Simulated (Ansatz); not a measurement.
# Ge (diamond): generalised stacking-fault energy along a line

Generalised stacking fault of Ge (diamond) on the {111} plane, glide cut. The cell below holds the perfect crystal with the plane normal along z; tilting its third vector by the shift puts one fault into each cell, between planes 0.83 Å apart, at fixed cell height.

```yaml
crystal:
  lattice:
    - [4.07450, 0.00000, 0.00000]
    - [2.03725, 3.52862, 0.00000]
    - [0.00000, 0.00000, 9.98045]
  atoms:
    - { symbol: Ge, position: [0.33333, 0.33333, 0.04167] }
    - { symbol: Ge, position: [0.00000, 0.00000, 0.37500] }
    - { symbol: Ge, position: [0.66667, 0.66667, 0.70833] }
    - { symbol: Ge, position: [0.66667, 0.66667, 0.95833] }
    - { symbol: Ge, position: [0.33333, 0.33333, 0.29167] }
    - { symbol: Ge, position: [0.00000, 0.00000, 0.62500] }
```

In-plane vectors a = (4.075, 0.000) Å, b = (2.037, 3.529) Å, area 14.38 Å². The shift is s times the vector a + b (length 7.057 Å), so s = 1 restores the start. Atoms relax along the normal only. γ = [E(shift) − E(0)] / area.

Computed with PBE (plane waves to 420 eV, PAW, scalar-relativistic; Ansatz, a program for electronic structure). k mesh 11×11×4 (Γ-centred), Fermi-Dirac smearing 0.05 eV. Energies are extrapolated to zero smearing. Stress and pressure are positive under compression. Some relaxations began with atoms very close together and may have settled on another branch. With partly filled bands, the k mesh leaves noise in γ, roughly 0.02 J/m² as judged from a few cases. Faults lie only 10.0 Å apart, and holding the cell height raises γ above its relaxed value. Ge was relaxed with its symmetry unable to fall. The PAW data are Ansatz's earlier set. γ is measured from zero shift.

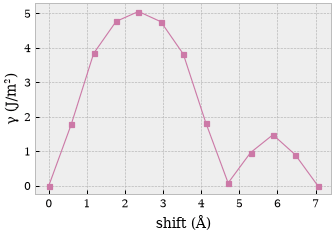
Fig. 1. γ (J/m²) against shift (Å); computed points joined by lines (the last repeats the first, one period on).

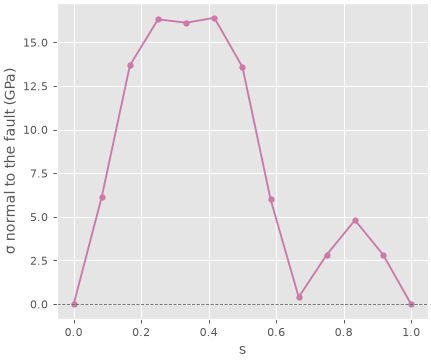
σ normal to the fault (GPa) against s; markers are the computed points, lines only join them (the last repeats the first, one period on).

The steepest slope dγ/d(shift) before the first maximum (spline) is 41 GPa and the γ at the intrinsic stacking fault, s = 0.667 is 0.08 J/m². The lower barrier from zero shift into that minimum (unstable fault energy, highest computed point) comes out as 1.48 J/m². Position of the highest point: s = 0.333. Local minima between the ends: s = 0.667.

A slope of 1 mJ/m² per Å is 0.01 GPa.

(The slope of γ gives the shear force per area between the displaced halves; near zero shift its curvature is an elastic stiffness.)
